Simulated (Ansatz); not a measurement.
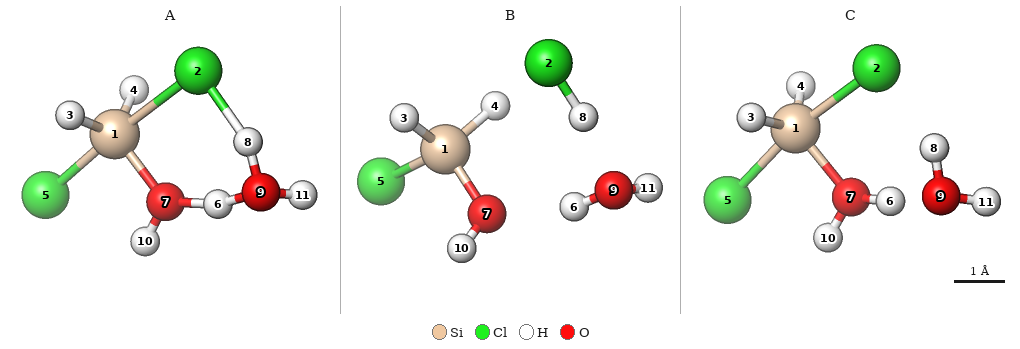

Three geometries of SiH₆O₂Cl₂: a saddle point and the two minima that it joins, in shuffled order. The picture is a ball-and-stick view, seen at a tilt. Sticks join atoms that are closer than about 1.2 times the sum of their covalent radii (a little more with hydrogen).

Stationary points at PBE0-D4/def2-TZVP, single-point energies with CCSD(T)/CBS, B2PLYP, SPW92 (LDA), B3LYP-D4, wB97M-V, r2SCAN0-D4 (def2-TZVPP where no basis is named; Ansatz 0.2.0). The energies are electronic, without zero-point or thermal terms, and both ends are the minima reached downhill from the saddle, with any fragments still in contact. CCSD(T)/CBS stands for a frozen-core estimate: MP2 correlation extrapolated from def2-TZVPP and def2-QZVPP, CCSD(T) minus MP2 from the smaller set.

Which frame is the transition state, what reaction does it lead through, and what barrier is to be expected?

Answer. Frame A is the saddle point. Counted by bonded pieces, C holds H₂O + SiH₄Cl₂O and B holds HCl + H₂O + SiH₃ClO. From C over the saddle to B, bonds form: Cl2–H8 (2.17 → 1.81 → 1.33 Å), H6–O9 (1.43 → 1.13 → 0.97 Å). Bonds break: Si1–Cl2 (2.27 → 2.47 → 3.62 Å), H6–O7 (1.05 → 1.27 → 1.85 Å), H8–O9 (0.98 → 1.05 → 1.68 Å). The saddle has one imaginary mode, 203i cm⁻¹. With CCSD(T)/CBS the barrier is 3.0 kcal/mol from C and 11.2 kcal/mol from B, and B lies 8.2 kcal/mol below C.

```csv
level,barrier from C (kcal/mol),barrier from B (kcal/mol),B less C (kcal/mol)
CCSD(T)/CBS,3.0,11.2,−8.2
B2PLYP,2.1,12.1,−9.9
SPW92 (LDA),−1.5,−4.7,3.2
B3LYP-D4,1.7,10.9,−9.2
wB97M-V,2.7,9.4,−6.8
r2SCAN0-D4,1.6,7.5,−5.8
```

Against CCSD(T)/CBS, wB97M-V comes closest on the barrier from C (−0.3 kcal/mol) and SPW92 (LDA) misses most (−4.5 kcal/mol).
